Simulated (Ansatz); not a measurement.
Input

```
crystal:
  periodic: [false, false, false]
  atoms:
    - { symbol: Si, position_ang: [-0.1294, 0.9861, 1.0057] }
    - { symbol: O, position_ang: [-0.086, -0.0691, -0.7696] }
    - { symbol: C, position_ang: [-0.9744, -1.119, -1.0002] }
    - { symbol: H, position_ang: [-1.5734, 1.2107, 0.7438] }
    - { symbol: H, position_ang: [0.4677, 2.2706, 0.6967] }
    - { symbol: H, position_ang: [-0.1489, 0.1667, 2.2072] }
    - { symbol: H, position_ang: [1.1258, -0.3916, -0.5439] }
    - { symbol: S, position_ang: [2.2187, 0.073, 0.7964] }
    - { symbol: H, position_ang: [-1.9888, -0.7613, -0.8209] }
    - { symbol: H, position_ang: [-0.8822, -1.4419, -2.0391] }
    - { symbol: H, position_ang: [-0.7758, -1.9671, -0.339] }
    - { symbol: H, position_ang: [2.7466, 1.0429, 0.0629] }
basis:
  gaussian: { orbitals: def2-SVP }
hamiltonian:
  xc: lda
relax:
  f_tol: 0.15
  max_steps: 25
  restrain:
    - { distance: [0, 7], at: 3.46, k: 30.0 }
    - { distance: [6, 1], at: 2.27, k: 30.0 }
    - { distance: [0, 1], at: 1.77, k: 30.0 }
    - { distance: [6, 7], at: 1.36, k: 30.0 }
output:
  orbitals: {}
```

Launched as:

```sh
ansatz run input.yaml --threads 2 --pin off --max-ram 3072MiB --backend cpu --events-out ev --progress --plain --runs-dir out
```

The fields are those of the run's last geometry, not of the input's.

Not at a stationary point (largest force 1.2 eV/Å).

Level of theory: RKS LDA/def2-SVP in Ansatz 0.2.0.

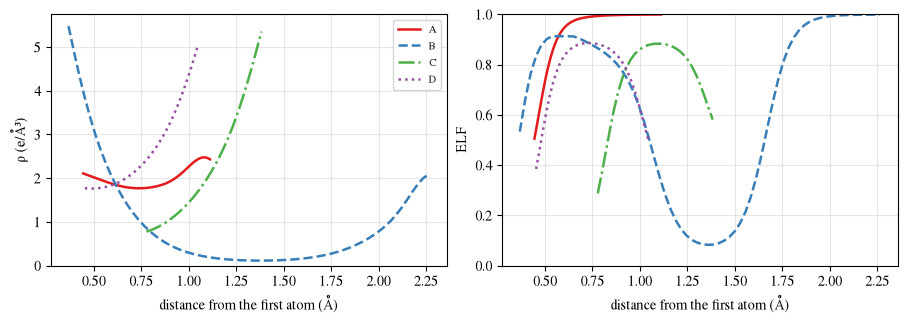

CH₆OSi···H₂S. Electron density and ELF along straight lines between neighbouring atoms. The curves leave out the atomic cores.

Which curve belongs to which contact (C–H, C–O, O–H and Si–O)? The first atom named is at distance zero.

Answer. Curve A: C–H (1.11 Å): ρ is about 1.9 e/Å³ halfway; the ELF climbs to about 1 towards the hydrogen, as it does in any bond to H; a covalent bond by its length. Curve B: O2···H7 (2.26 Å): the density falls to about 0.11 e/Å³ on the way; the ELF dips to about 0.10 between them. Curve C: Si–O (1.73 Å): the density is about 0.95 e/Å³ at the midpoint; the ELF peaks at about 0.90 between the atoms, as expected for a polar covalent bond. Curve D: C–O (1.40 Å): ρ is about 2.1 e/Å³ halfway, with its minimum of 1.8 e/Å³ about 0.5 Å from C; the ELF peaks at about 0.90 between the atoms: a polar covalent bond.
